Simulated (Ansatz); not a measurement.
## Si3N2H10ClO: geometry relaxation (part 2 of 2)

The same run, continued: Si3N2H10ClO, multiplicity 2; UKS PBE0-D4/def2-SVP (Ansatz 0.2.0). The input holds or restrains some coordinates.

Geometry of the input (Å):
```
Si -0.7491  0.5055  1.1926
N  0.7126  -0.6277  1.0911
Si 0.7370  -2.0484  0.0139
N  -1.1086  0.9268  -0.4332
Si -0.1008  1.8086  -1.5789
O  -1.9379  -0.4282  1.7950
H  1.4641  0.1931  0.8527
Cl 2.0396  1.8033  0.7682
H  0.9651  -0.8930  2.0411
H  -0.3474  -2.9450  0.4354
H  2.0351  -2.6725  0.2589
H  0.5307  -1.5716  -1.3437
H  -2.0947  1.0571  -0.6009
H  1.0410  0.9619  -1.8970
H  0.1869  3.1546  -1.1122
H  -0.9923  1.8740  -2.7509
H  -2.3812  -1.0986  1.2680
```

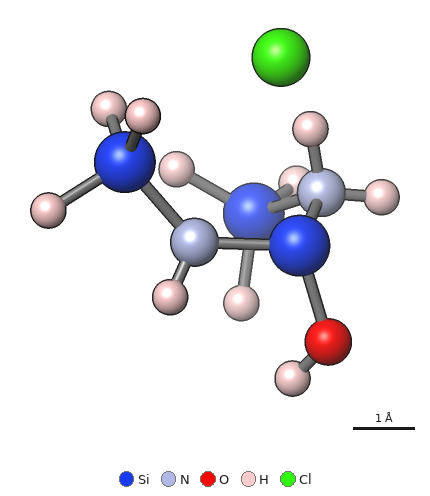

The geometry at step 7 of the log (ball-and-stick view, seen at a tilt).

Trajectory as extended XYZ, continued
```
17
Properties=species:S:1:pos:R:3:forces:R:3 step=3 energy=-41313.15249
Si   -0.7528    0.4975    1.2654    0.0647   0.3541  -0.1763
N     0.7146   -0.6273    1.1531    0.0500  -0.4304   0.2946
Si    0.7413   -2.0162    0.0005    0.0053  -0.0724  -0.1168
N    -1.0611    0.9038   -0.3820   -0.0745   0.0193   0.0400
Si   -0.0964    1.7911   -1.5847    0.0593   0.0269  -0.0377
O    -1.9981   -0.4265    1.8549   -0.1251  -0.0797   0.0928
H     1.4605    0.2040    0.9342    0.1783   0.1186  -0.0963
Cl    2.0123    1.8148    0.7556   -0.1921   0.0283   0.0234
H     0.9620   -0.9294    2.1022   -0.0037  -0.0301  -0.0569
H    -0.3834   -2.9285    0.3689    0.0317   0.0458  -0.0274
H     2.0478   -2.7116    0.1789   -0.0612   0.0201   0.0169
H     0.5813   -1.4949   -1.3797    0.0164   0.0015   0.0722
H    -2.0602    0.9493   -0.5897    0.1177  -0.0080  -0.0067
H     1.1027    1.0092   -1.9987   -0.0771   0.0348  -0.0161
H     0.2320    3.1967   -1.2200   -0.0516  -0.0642  -0.0279
H    -1.0370    1.8309   -2.7608    0.0169  -0.0086   0.0611
H    -2.4654   -1.0630    1.3019    0.0449   0.0440  -0.0388
17
Properties=species:S:1:pos:R:3:forces:R:3 step=4 energy=-41313.17424
Si   -0.7395    0.4999    1.2835    0.0033   0.2117   0.0493
N     0.7115   -0.6503    1.2314    0.0917  -0.3927  -0.0546
Si    0.7519   -1.9829    0.0034   -0.0372  -0.0145   0.0276
N    -1.0186    0.8690   -0.3739   -0.0441  -0.0065  -0.0537
Si   -0.1138    1.7867   -1.6001    0.1090   0.0463  -0.0112
O    -2.0104   -0.4018    1.8721    0.0048   0.0524  -0.0024
H     1.4553    0.1732    0.9787    0.2268   0.0687   0.0160
Cl    2.0332    1.7545    0.6675   -0.2016   0.0387   0.0066
H     0.9683   -0.9780    2.1676   -0.0599   0.0174  -0.0162
H    -0.4374   -2.8536    0.2469    0.0337   0.0387  -0.0344
H     2.0075   -2.7488    0.2420   -0.0455   0.0141   0.0073
H     0.7175   -1.3792   -1.3498    0.0281  -0.0133   0.0480
H    -2.0105    0.8578   -0.6062   -0.0321  -0.0314  -0.0001
H     1.0801    1.0488   -2.0971   -0.0615   0.0137   0.0031
H     0.1890    3.1942   -1.2284   -0.0219  -0.0355  -0.0081
H    -1.1081    1.8259   -2.7301   -0.0069  -0.0149   0.0435
H    -2.4759   -1.0153    1.2926    0.0132   0.0070  -0.0206
17
Properties=species:S:1:pos:R:3:forces:R:3 step=5 energy=-41313.18543
Si   -0.7243    0.5024    1.2942    0.0094   0.2350   0.0218
N     0.7223   -0.6543    1.2720    0.0657  -0.5016  -0.0026
Si    0.7670   -1.9566    0.0048   -0.0544   0.0151  -0.1082
N    -0.9963    0.8395   -0.3708   -0.0914  -0.0267  -0.0657
Si   -0.1329    1.7847   -1.6085   -0.0183  -0.0390  -0.0225
O    -2.0115   -0.3775    1.8859    0.0633   0.0376  -0.0367
H     1.4859    0.1545    1.0312    0.1361   0.0587  -0.0254
Cl    2.0498    1.7128    0.6012   -0.1788   0.0735   0.0014
H     0.9479   -1.0100    2.2064   -0.0608   0.0271  -0.0327
H    -0.5024   -2.7578    0.1067    0.2024   0.1514  -0.0136
H     1.9501   -2.8131    0.3290   -0.1404   0.0631  -0.0216
H     0.9011   -1.3027   -1.3301    0.0001  -0.1227   0.2166
H    -1.9850    0.7771   -0.6164    0.0453  -0.0134   0.0239
H     1.0380    1.0656   -2.1830   -0.0418   0.0374   0.0389
H     0.1550    3.1914   -1.2300    0.0221  -0.0144   0.0082
H    -1.1869    1.8215   -2.6847    0.0374   0.0165   0.0067
H    -2.4776   -0.9775    1.2921    0.0043   0.0025   0.0114
17
Properties=species:S:1:pos:R:3:forces:R:3 step=6 energy=-41313.19379
Si   -0.7205    0.5017    1.2941    0.0240   0.2421  -0.0132
N     0.7307   -0.6492    1.2717    0.0578  -0.4540   0.0358
Si    0.7750   -1.9426   -0.0030   -0.0813  -0.0198  -0.0587
N    -1.0040    0.8229   -0.3729   -0.1018  -0.0195  -0.1039
Si   -0.1491    1.7764   -1.6107    0.0484   0.0058  -0.0018
O    -2.0001   -0.3787    1.8985    0.0431   0.0191  -0.0291
H     1.4926    0.1624    1.0347    0.1369   0.0479  -0.0206
Cl    2.0457    1.7170    0.5781   -0.1672   0.0655   0.0320
H     0.9443   -1.0109    2.2066   -0.0336   0.0239  -0.0453
H    -0.5288   -2.6868    0.0550    0.1769   0.1120  -0.0291
H     1.9004   -2.8556    0.3700   -0.1190   0.0859  -0.0445
H     0.9873   -1.2946   -1.3290   -0.0046  -0.1042   0.1989
H    -1.9931    0.7503   -0.6151    0.0583  -0.0126   0.0293
H     1.0265    1.0655   -2.1827   -0.0470   0.0040   0.0025
H     0.1576    3.1734   -1.2140   -0.0223   0.0075  -0.0049
H    -1.1980    1.8325   -2.6910    0.0237  -0.0085   0.0346
H    -2.4664   -0.9839    1.3099    0.0077   0.0049   0.0182
17
Properties=species:S:1:pos:R:3:forces:R:3 step=7 energy=-41313.20521
Si   -0.7071    0.5035    1.2904    0.0421   0.2589  -0.0404
N     0.7505   -0.6392    1.2631   -0.0509  -0.3908   0.0620
Si    0.7610   -1.9261   -0.0122    0.0092   0.0397  -0.0170
N    -1.0060    0.7887   -0.3828    0.0520   0.0056   0.0241
Si   -0.1584    1.7639   -1.6078   -0.0227   0.0096  -0.0564
O    -1.9714   -0.3793    1.9178    0.0208   0.0163   0.0232
H     1.5055    0.1788    1.0262    0.1763   0.0303  -0.0059
Cl    2.0541    1.7425    0.5960   -0.2175   0.0526   0.0145
H     0.9585   -1.0044    2.1959    0.0190   0.0138   0.0220
H    -0.5790   -2.5769   -0.0396   -0.0121   0.0130   0.0004
H     1.7926   -2.9142    0.4051   -0.0006  -0.0148   0.0068
H     1.0980   -1.2889   -1.3040    0.0081  -0.0154  -0.0163
H    -1.9933    0.6999   -0.6178   -0.0140  -0.0032  -0.0205
H     1.0283    1.0709   -2.1736   -0.0070   0.0082   0.0040
H     0.1146    3.1667   -1.2064   -0.0029  -0.0058   0.0089
H    -1.2016    1.8024   -2.6917    0.0130   0.0049  -0.0021
H    -2.4463   -0.9884    1.3415   -0.0129  -0.0230  -0.0074
17
Properties=species:S:1:pos:R:3:forces:R:3 step=8 energy=-41313.18161 accepted=F
Si   -0.7028    0.5035    1.3060    0.1742   0.4229  -0.1359
N     0.7554   -0.6384    1.2786    0.0217  -0.4349  -0.0319
Si    0.7598   -1.9084   -0.0203   -0.0492  -0.0537   0.1810
N    -0.9856    0.8162   -0.3662   -0.1111  -0.1163  -0.2502
Si   -0.1934    1.7682   -1.6432    0.3138   0.0573   0.3822
O    -1.9716   -0.3798    1.9206   -0.1542  -0.2332  -0.2199
H     1.5283    0.1644    1.0476    0.0654   0.1559  -0.0268
Cl    2.0668    1.7362    0.6345   -0.1830   0.0708  -0.0114
H     0.9691   -0.9964    2.2137   -0.0188  -0.0835  -0.0454
H    -0.5973   -2.5249   -0.0536   -0.0071   0.0116  -0.0320
H     1.7534   -2.9293    0.4128    0.0082   0.0020  -0.0187
H     1.1234   -1.3035   -1.3207    0.0137   0.0584   0.0320
H    -1.9517    0.6605   -0.6424   -0.1788  -0.0758   0.1183
H     1.0039    1.0699   -2.1761    0.0098   0.0161  -0.0944
H     0.1006    3.1552   -1.2062   -0.0026   0.0527  -0.0908
H    -1.2266    1.8176   -2.7295   -0.0588  -0.0586   0.0402
H    -2.4316   -1.0111    1.3444    0.1568   0.2084   0.2037
17
Properties=species:S:1:pos:R:3:forces:R:3 step=9 energy=-41313.20697
Si   -0.7070    0.5032    1.2931    0.0673   0.2738  -0.0681
N     0.7517   -0.6381    1.2681   -0.0166  -0.3831   0.0670
Si    0.7594   -1.9198   -0.0130   -0.0070   0.0032  -0.0034
N    -1.0001    0.7859   -0.3823    0.0084  -0.0040   0.0026
Si   -0.1619    1.7660   -1.6107    0.0142   0.0009  -0.0130
O    -1.9695   -0.3809    1.9218    0.0031  -0.0006  -0.0084
H     1.5097    0.1772    1.0313    0.1473   0.0423  -0.0151
Cl    2.0533    1.7397    0.5910   -0.2060   0.0638   0.0167
H     0.9615   -1.0029    2.2009    0.0076  -0.0025   0.0034
H    -0.5902   -2.5511   -0.0507   -0.0007   0.0086  -0.0036
H     1.7734   -2.9242    0.4116   -0.0098  -0.0016   0.0036
H     1.1151   -1.2928   -1.3055    0.0079   0.0010   0.0046
H    -1.9847    0.6834   -0.6247   -0.0049  -0.0065  -0.0032
H     1.0272    1.0803   -2.1796   -0.0001   0.0046   0.0003
H     0.1064    3.1682   -1.2043   -0.0045  -0.0003   0.0036
H    -1.2034    1.8017   -2.6949   -0.0092   0.0027   0.0002
H    -2.4407   -0.9961    1.3480    0.0030  -0.0023   0.0128
17
Properties=species:S:1:pos:R:3:forces:R:3 step=10 energy=-41313.20885
Si   -0.7008    0.5038    1.2924    0.0959   0.2902  -0.0985
N     0.7617   -0.6327    1.2721   -0.0260  -0.3706   0.0874
Si    0.7502   -1.9061   -0.0164   -0.0025  -0.0427  -0.0123
N    -0.9907    0.7654   -0.3888   -0.0053  -0.0081   0.0101
Si   -0.1694    1.7627   -1.6162    0.0071   0.0178   0.0396
O    -1.9555   -0.3820    1.9325   -0.0183  -0.0147  -0.0258
H     1.5194    0.1822    1.0329    0.1359   0.0440  -0.0181
Cl    2.0564    1.7454    0.5867   -0.2106   0.0681   0.0146
H     0.9730   -0.9991    2.2040    0.0070  -0.0100  -0.0044
H    -0.6277   -2.4742   -0.1019    0.0484   0.0155  -0.0046
H     1.7004   -2.9620    0.4405   -0.0379   0.0356  -0.0255
H     1.1816   -1.2888   -1.2930   -0.0083  -0.0231   0.0376
H    -1.9709    0.6369   -0.6379    0.0078  -0.0044   0.0046
H     1.0318    1.0997   -2.1860   -0.0085   0.0008  -0.0139
H     0.0784    3.1641   -1.1940    0.0024   0.0007  -0.0066
H    -1.2156    1.7952   -2.6955    0.0014  -0.0099  -0.0079
H    -2.4223   -1.0104    1.3689    0.0117   0.0107   0.0238
17
Properties=species:S:1:pos:R:3:forces:R:3 step=11 energy=-41313.20930
Si   -0.6994    0.5047    1.2923    0.0930   0.2801  -0.0911
N     0.7637   -0.6311    1.2736   -0.0243  -0.3796   0.0810
Si    0.7479   -1.9055   -0.0143   -0.0004  -0.0354  -0.0186
N    -0.9876    0.7609   -0.3899   -0.0061   0.0101   0.0051
Si   -0.1729    1.7679   -1.6141    0.0243  -0.0144  -0.0008
O    -1.9527   -0.3815    1.9347   -0.0115  -0.0041  -0.0208
H     1.5194    0.1845    1.0308    0.1439   0.0414  -0.0165
Cl    2.0563    1.7471    0.5825   -0.2167   0.0682   0.0170
H     0.9779   -0.9965    2.2052    0.0063  -0.0062  -0.0040
H    -0.6341   -2.4561   -0.1170    0.0179   0.0104   0.0009
H     1.6755   -2.9766    0.4487   -0.0143   0.0239  -0.0030
H     1.2031   -1.2988   -1.2864   -0.0062  -0.0014   0.0194
H    -1.9660    0.6233   -0.6412    0.0055  -0.0037   0.0027
H     1.0285    1.1128   -2.1921    0.0066  -0.0020   0.0011
H     0.0705    3.1694   -1.1900   -0.0096  -0.0006  -0.0022
H    -1.2146    1.7920   -2.6984   -0.0154   0.0080   0.0132
H    -2.4154   -1.0166    1.3756    0.0069   0.0053   0.0167
```

Results in brief

- outcome: converged under the restraints of the input
- total energy: −41313.2093 eV
- mean-field energy: −41312.6809 eV
- dispersion energy: −0.5284 eV
- ⟨S²⟩: 0.752
- SCF solution under orbital rotations: stable
- largest force (length of the vector) at the end, held atoms and coordinates included: 0.389 eV/Å
- dipole moment: 6.48 D
- hardware: 4 CPU threads, shared host
- wall time: 34 s (CPU time 42 s)
- peak memory: 1 GiB
